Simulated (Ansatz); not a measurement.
# AlF₂ (doublet): inputs that go wrong at angle F2–Al1–F3 = 118.4°

4 inputs are run for AlF₂ (doublet) as typed; the log has to tell whether the result can be used and what must change.

The runs use Ansatz 0.2.0, Gaussian basis; the settings change from run to run.

32 further runs of the same task are left out: 16 for a known fault of the program, 2 for a mislabelled method, 13 that didn't finish, 1 set aside as unsound or not needed.

### Step 1. The system

The geometry derives from a PBE0/def2-TZVP stationary point (not a proven minimum). One angle is set to the value named; bond lengths are kept.

3 atoms, charge 0, spin multiplicity 2.

Atoms are counted from 1 here; the program's logs count them from 0.

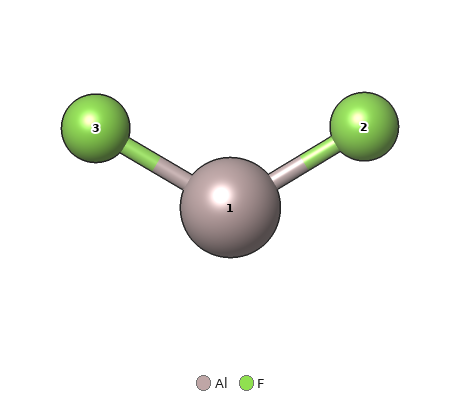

The geometry (aluminium light grey, fluorine green); atoms are numbered from 1 in the order of the file.

### Step 2. Try 1

in.yaml reads:

```yaml
crystal:
  periodic: [false, false, false]
  atoms:
    - {symbol: Al, position_ang: [0.000000, -0.493006, 0.000000]}
    - {symbol: F, position_ang: [0.000000, 0.350083, -1.414295]}
    - {symbol: F, position_ang: [0.000000, 0.350083, 1.414295]}
basis:
  gaussian: {orbitals: 6-31G}
magnetization: {spin_polarized: false, initial_magnetization: 1}
correlation: {method: sc_nevpt2, electrons: outside_noble_gas, active_space: {window: {electrons: 3, orbitals: 2}, states: [{multiplicity: 2, weights: [1, 1, 0.5, 1]}]}}
output: {forces: true}
```

Command:

```console
ansatz run in.yaml --threads 1 --pin off --events-out ev --progress --plain --max-ram 2393MiB
```

The log of the run:

```text
Functional definition: HF
  name "HF"
  cite "Fock, Z. Phys. 61, 126 (1930) doi:10.1007/BF01340294"
  parent pbe
  exchange = exact_x
  correlation = 0
570 factors; integrals over basis functions are off by at most 4.1e-8 eV
mean field evaluation 1: about -11992.3866 eV, gradient 3.8e1 eV
mean field evaluation 2: about -11992.4907 eV, gradient 3.8e1 eV
mean field evaluation 4: about -11995.4289 eV, gradient 1.2e0 eV
mean field evaluation 8: about -11995.4782 eV, gradient 3.1e-1 eV
mean field evaluation 16: about -11995.4787 eV, gradient 1.6e-6 eV
mean field -11995.47869824 eV, -440.8257113329 hartree, gradient 1.6e-6 eV, S^2 0.750000; 0 other end points of the search recorded, 0 dependent functions left out
reference -11995.47869824 eV, -440.8257113329 hartree; 16, 15 occupied and 15, 16 virtual orbitals, 570 factors
Error: 4 states are sought, and the space of determinants holds 2 states of this symmetry and spin
```

It took 0.45 s on 1 thread of Arm Neoverse N1, shared host.

**Diagnosis.** The run stopped with an error. It says: «4 states are sought, and the space of determinants holds 2 states of this symmetry and spin». Cure: ask for fewer states or enlarge the space.

### Step 3. Try 2

in.yaml reads:

```yaml
crystal:
  periodic: [false, false, false]
  atoms:
    - {symbol: Al, position_ang: [0.000000, -0.493006, 0.000000]}
    - {symbol: F, position_ang: [0.000000, 0.350083, -1.414295]}
    - {symbol: F, position_ang: [0.000000, 0.350083, 1.414295]}
basis:
  gaussian: {orbitals: STO-3G}
magnetization: {spin_polarized: false, initial_magnetization: 1}
correlation: {method: fic_mrcisd_q, electrons: valence, active_space: {window: {electrons: 3, orbitals: 2}, states: [{multiplicity: 2, weights: [0.5, 0.5, 1, 1]}]}}
```

Same command.

The log of the run:

```text
Functional definition: HF
  name "HF"
  cite "Fock, Z. Phys. 61, 126 (1930) doi:10.1007/BF01340294"
  parent pbe
  exchange = exact_x
  correlation = 0
325 factors; integrals over basis functions are off by at most 4.3e-8 eV
mean field evaluation 1: about -11836.4973 eV, gradient 2.3e1 eV
mean field evaluation 2: about -11836.5371 eV, gradient 2.3e1 eV
mean field evaluation 4: about -11839.6736 eV, gradient 1.6e0 eV
mean field evaluation 8: about -11839.7166 eV, gradient 2.6e-2 eV
mean field -11839.71661256 eV, -435.1015602633 hartree, gradient 2.3e-6 eV, S^2 0.750000; 0 other end points of the search recorded, 0 dependent functions left out
reference -11839.71661256 eV, -435.1015602633 hartree; 16, 15 occupied and 3, 4 virtual orbitals, 325 factors
Error: 4 states are sought, and the space of determinants holds 2 states of this symmetry and spin
```

Wall time 0.18 s (1 thread of Arm Neoverse N1, shared host).

**Diagnosis.** The run stopped with an error. It says: «4 states are sought, and the space of determinants holds 2 states of this symmetry and spin». Cure: ask for fewer states or enlarge the space.

### Step 4. Try 3

in.yaml reads:

```yaml
crystal:
  periodic: [false, false, false]
  atoms:
    - {symbol: Al, position_ang: [0.000000, -0.493006, 0.000000]}
    - {symbol: F, position_ang: [0.000000, 0.350083, -1.414295]}
    - {symbol: F, position_ang: [0.000000, 0.350083, 1.414295]}
basis:
  gaussian: {orbitals: def2-TZVPP}
magnetization: {spin_polarized: false, initial_magnetization: 1}
correlation: {method: ccsdtq, electrons: all}
```

Launched as before.

The log of the run:

```text
Functional definition: HF
  name "HF"
  cite "Fock, Z. Phys. 61, 126 (1930) doi:10.1007/BF01340294"
  parent pbe
  exchange = exact_x
  correlation = 0
1248 factors; integrals over basis functions are off by at most 1.5e-7 eV
mean field evaluation 1: about -11997.5015 eV, gradient 4.1e1 eV
mean field evaluation 2: about -11997.5053 eV, gradient 4.1e1 eV
mean field evaluation 4: about -12000.7449 eV, gradient 1.7e0 eV
mean field evaluation 8: about -12000.7817 eV, gradient 1.1e-1 eV
mean field evaluation 16: about -11999.4160 eV, gradient 3.1e1 eV
mean field -12000.78173712 eV, -441.0205944171 hartree, gradient 1.7e-6 eV, S^2 0.750000; 0 other end points of the search recorded, 0 dependent functions left out
mean field evaluation 32: about -12000.7943 eV, gradient 2.2e-4 eV
reference -12000.78173712 eV, -441.0205944171 hartree; 16, 15 occupied and 88, 89 virtual orbitals, 1248 factors
Error: with its amplitudes the run needs 7224.09 GiB of memory by its plan, which may be too low or too high, and 2.33 GiB are given
refused for memory
```

Run time: 7.5 s. Hardware: 1 thread of Arm Neoverse N1, shared host.

Diagnosis: The run was refused for memory. The method is too large for the memory allowed. To mend it, freeze cores, shrink the basis or take a lower level.

### Step 5. Try 4

in.yaml reads:

```yaml
crystal:
  periodic: [false, false, false]
  atoms:
    - {symbol: Al, position_ang: [0.000000, -0.493006, 0.000000]}
    - {symbol: F, position_ang: [0.000000, 0.350083, -1.414295]}
    - {symbol: F, position_ang: [0.000000, 0.350083, 1.414295]}
basis:
  gaussian: {orbitals: def2-SVP}
magnetization: {spin_polarized: false, initial_magnetization: 1}
correlation: {active_space: {ras: {orbitals: [8, 1, 30], electrons: 14, max_holes: 2, max_particles: 2}, fixed_orbitals: true}}
```

Launched as before.

The log of the run:

```text
Functional definition: HF
  name "HF"
  cite "Fock, Z. Phys. 61, 126 (1930) doi:10.1007/BF01340294"
  parent pbe
  exchange = exact_x
  correlation = 0
414 factors; integrals over basis functions are off by at most 4.8e-4 eV
mean field evaluation 1: about -11988.1715 eV, gradient 3.8e1 eV
mean field evaluation 2: about -11988.1921 eV, gradient 3.8e1 eV
mean field evaluation 4: about -11991.2153 eV, gradient 1.4e0 eV
mean field evaluation 8: about -11991.2476 eV, gradient 8.8e-2 eV
mean field -11991.24762035 eV, -440.6702220884 hartree, gradient 5.9e-6 eV, S^2 0.750000; 0 other end points of the search recorded, 0 dependent functions left out
reference -11991.24762035 eV, -440.6702220884 hartree; 16, 15 occupied and 30, 31 virtual orbitals, 414 factors
Error: 14 electrons in 39 orbitals form no window around the highest filled level of the reference
```

Wall time 0.36 s (1 thread of Arm Neoverse N1, shared host).

Diagnosis: The run stopped with an error. The electron count of the restricted space is wrong. To mend it, count the correlated electrons again.

### Step 6. How the runs ended

```csv
try,level,ended,cause,time
1,"NEVPT2(3,2)/6-31G",stopped by an error,"4 states are sought, and the space of determinants holds 2 states of this symmetry and spin",0.45 s
2,"MRCISD+Q(3,2)/STO-3G",stopped by an error,"4 states are sought, and the space of determinants holds 2 states of this symmetry and spin",0.18 s
3,CCSDTQ on ROHF/def2-TZVPP,out of memory,the method is too large for the memory allowed,7.5 s
4,CISD/def2-SVP,stopped by an error,the electron count of the restricted space is wrong,0.36 s
```

3 stopped by an error, 1 out of memory.
